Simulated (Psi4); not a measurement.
**InF3 (SMILES [F][In]([F])[F]) at BLYP/def2-SVPD (core potential)**

What is the vertical ionisation energy of InF3 at BLYP/def2-SVPD (core potential)? 

The results are computed with Psi4 1.11.

5 further runs of the same task are left out: 3 that didn't finish, 2 set aside as unsound or not needed.

## Step 1: Starting point

InF3 has 4 atoms, charge 0, and is taken as a singlet. As SMILES, `[F][In]([F])[F]`. The shape is that of a PBE0-D4/def2-TZVP optimisation.

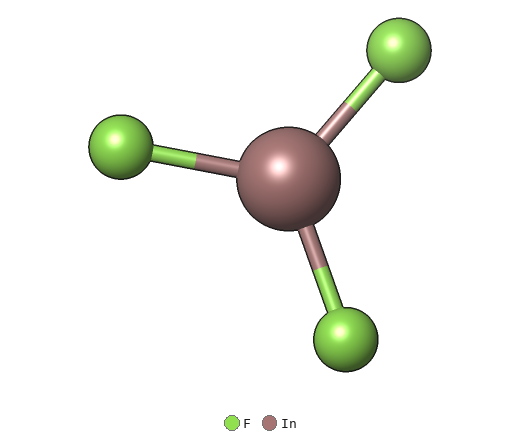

The structure, seen from a chosen angle (fluorine green, indium brown).

## Step 2: The energy at BLYP/def2-SVPD (core potential)

f3in.xyz

```xyz
4
F3In
F     -1.305700    -0.375500     1.339800
In     0.013900    -0.015100    -0.005100
F      1.768100    -0.777100     0.143700
F     -0.421000     1.107400    -1.498700
```

calc.py

```python
import psi4

psi4.set_memory('1600 MB')
psi4.set_num_threads(1)
psi4.core.set_output_file('run.log', False)

with open('f3in.xyz') as f:
    atoms = ''.join(f.readlines()[2:])
m = psi4.geometry('0 1\n' + atoms + 'symmetry c1\nno_reorient\nno_com')

psi4.set_options({
    'basis': 'def2-SVPD',
    'puream': True,
    'e_convergence': 1e-09,
    'd_convergence': 1e-08,
    'scf_type': 'pk',
    'dft_radial_points': 99,
    'dft_spherical_points': 590,
})

e, wfn = psi4.energy("blyp", molecule=m, return_wfn=True)
psi4.oeprop(wfn, "MAYER_INDICES", "WIBERG_LOWDIN_INDICES", "QUADRUPOLE")
print('E =', round(e, 9))
```

On the command line:

```bash
python calc.py
```

run.log:

```text
[...]
    !!!  WARNING: ECP capability is in beta. Please check occupations closely.  !!!
[...]
  Running in c1 symmetry.
[...]
  Nuclear repulsion =  195.109742762932797
[...]
  Multiplicity = 1
[...]
  Nalpha       = 24
  Nbeta        = 24
[...]
    Number of basis functions: 101
[...]
   @RKS iter   1:  -489.19230679267662   -9.99698e-01   8.66529e-03 ADIIS/DIIS
[...]
   @RKS iter  11:  -489.46086421158367   -4.84874e-11   2.18728e-09 DIIS
[...]
    Orbital Energies [Eh]
    ---------------------
    Doubly Occupied:
       1A    -24.297735     2A    -24.297703     3A    -24.297630
       4A     -4.557911     5A     -3.005798     6A     -2.994466
       7A     -2.994443     8A     -1.037953     9A     -1.033683
      10A     -1.033662    11A     -0.764215    12A     -0.764202
      13A     -0.762590    14A     -0.751403    15A     -0.751400
      16A     -0.449304    17A     -0.388271    18A     -0.388253
      19A     -0.366085    20A     -0.348529    21A     -0.348456
      22A     -0.346672    23A     -0.343290    24A     -0.343238
[...]
  @RKS Final Energy:  -489.46086421158367
   => Energetics <=
    Nuclear Repulsion Energy =            195.1097427629327967
    One-Electron Energy =               -1141.5707146781016945
    Two-Electron Energy =                 505.0659301225567219
    DFT Exchange-Correlation Energy =     -48.0658224189714787
    Empirical Dispersion Energy =           0.0000000000000000
    VV10 Nonlocal Energy =                  0.0000000000000000
    Total Energy =                       -489.4608642115836687
[...]
 Multipole Moments:
 ------------------------------------------------------------------------------------
     Multipole            Electronic (a.u.)      Nuclear  (a.u.)        Total (a.u.)
 ------------------------------------------------------------------------------------
 L = 1.  Multiply by 2.5417464519 to convert [e a0] to [Debye]
 Dipole X            :         -1.2554944            1.2557230            0.0002286
 Dipole Y            :          1.3682359           -1.3679727            0.0002631
 Dipole Z            :          0.4602929           -0.4609042           -0.0006113
 Magnitude           :                                                    0.0007037
 L = 2.  Multiply by 1.3450342976 to convert [e a0^2] to [Debye ang]
 Quadrupole XX       :       -193.2872136          160.9782363          -32.3089773
 Quadrupole XY       :         45.5757575          -43.4014640            2.1742936
[...]
```

Standard output:

```text
E = -489.460864212
```

Wall time 20 s (1 thread of Intel Xeon at 2.70GHz, shared host); peak memory 0.68 GiB.

## Step 3: The doublet cation: energy and forces at UBLYP/def2-SVPD (core potential)

f3in.xyz is that of step 2.

run.py

```python
import numpy as np
from ase.calculators.psi4 import Psi4
from ase.io import read

a = read('f3in.xyz')
calc = Psi4(atoms=a, method='blyp', basis='def2-SVPD', memory='1600MB', num_threads=1, charge=1, multiplicity=2, label='f3in', reference='uks')
calc.psi4.set_options({'puream': True, 'e_convergence': 1e-09, 'd_convergence': 1e-08, 'scf_type': 'pk', 'dft_radial_points': 99, 'dft_spherical_points': 590, 'maxiter': 200})
a.calc = calc

forces = a.get_forces()
print(f'energy: {a.get_potential_energy():.6f} eV')
print('forces / eV A^-1')
print(np.round(forces, 5))
```

On the command line:

```bash
python run.py
```

f3in.dat:

```text
[...]
    !!!  WARNING: ECP capability is in beta. Please check occupations closely.  !!!
[...]
  Running in c1 symmetry.
[...]
  Nuclear repulsion =  195.109742762932797
[...]
  Multiplicity = 2
[...]
  Nalpha       = 24
  Nbeta        = 23
[...]
    Number of basis functions: 101
[...]
   @UKS iter   1:  -488.85274675566660   -6.65949e-01   5.89532e-03 ADIIS/DIIS
[...]
   @UKS iter  49:  -488.98749355442339   -5.28644e-12   6.81603e-09 DIIS
[...]
   @S^2 Observed:                7.539666170E-01
[...]
    Orbital Energies [Eh]
    ---------------------
    Alpha Occupied:
       1A    -24.599543     2A    -24.597827     3A    -24.597762
       4A     -4.831984     5A     -3.275621     6A     -3.270259
       7A     -3.269784     8A     -1.328428     9A     -1.324603
      10A     -1.323796    11A     -1.033945    12A     -1.033460
      13A     -1.031351    14A     -1.027798    15A     -1.025729
      16A     -0.723368    17A     -0.674896    18A     -0.672316
      19A     -0.646976    20A     -0.640935    21A     -0.637663
      22A     -0.627241    23A     -0.623736    24A     -0.622624
    Alpha Virtual:
      25A     -0.422021    26A     -0.314693    27A     -0.210715
[...]
  @UKS Final Energy:  -488.98749355442339
   => Energetics <=
    Nuclear Repulsion Energy =            195.1097427629327967
    One-Electron Energy =               -1128.2232813553346205
    Two-Electron Energy =                 491.8007134075167528
    DFT Exchange-Correlation Energy =     -47.6746683695383311
    Empirical Dispersion Energy =           0.0000000000000000
    VV10 Nonlocal Energy =                  0.0000000000000000
    Total Energy =                       -488.9874935544233949
[...]
 Multipole Moments:
 ------------------------------------------------------------------------------------
     Multipole            Electronic (a.u.)      Nuclear  (a.u.)        Total (a.u.)
 ------------------------------------------------------------------------------------
 L = 1.  Multiply by 2.5417464519 to convert [e a0] to [Debye]
 Dipole X            :         -0.0296890           -0.0020948           -0.0317838
 Dipole Y            :         -0.0090745            0.0006983           -0.0083763
 Dipole Z            :          0.0311712            0.0006983            0.0318695
 Magnitude           :                                                    0.0457825
[...]
  -Total Gradient:
     Atom            X                  Y                   Z
    ------   -----------------  -----------------  -----------------
       1        0.025120013426     0.006780873885    -0.025476803031
       2       -0.000122592020    -0.000035908113     0.000128999344
       3       -0.030288735367     0.012046086841    -0.000835410773
       4        0.005242957583    -0.018801171006     0.026227775154
[...]
```

Standard output:

```text
energy: -13306.027448 eV
forces / eV A^-1
[[-1.29172 -0.34869  1.31007]
 [ 0.0063   0.00185 -0.00663]
 [ 1.55751 -0.61943  0.04296]
 [-0.2696   0.9668  -1.34869]]
```

It took 1.7 min on 1 thread of Intel Xeon at 2.70GHz, shared host; peak memory 0.7 GiB.

## Step 4: What came out

At BLYP/def2-SVPD (core potential):

```
                                          quantity          value
                        singlet InF3: total energy  -489.46086 Eh
                       singlet InF3: dipole moment         0.00 D
                         singlet InF3: HOMO energy       -9.34 eV
                         singlet InF3: LUMO energy       -4.57 eV
                       singlet InF3: HOMO–LUMO gap        4.77 eV
                      doublet cation: total energy  -488.98749 Eh
doublet cation: HOMO energy (highest over α and β)      -16.55 eV
 doublet cation: LUMO energy (lowest over α and β)      -16.47 eV
                              doublet cation: ⟨S²⟩          0.754
          doublet cation: largest force on an atom     1.873 eV/Å
vertical ionisation energy (to the doublet cation)      12.881 eV
```

What this shows: Removing an electron at fixed nuclei costs 12.88 eV (1243 kJ/mol). −ε(HOMO) before ionisation, 9.34 eV, is 3.54 eV below this ionisation energy.
